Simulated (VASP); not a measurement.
Band structure of PtTe2 (1T layered). Method: PBEsol GGA with spin-orbit coupling, VASP's PBE PAW potentials (set 64) (plane waves; VASP).

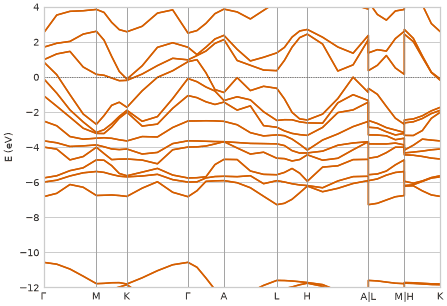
Figure. Bands along high-symmetry lines, zero at the valence-band maximum or, without a gap, the Fermi level

### Question
Read the plot: is there a gap, and where are the band edges?

### Answer
It has no gap at this level: it comes out as a metal or semimetal.

The compound is PtTe2 in the 1T layered structure. It was relaxed first.
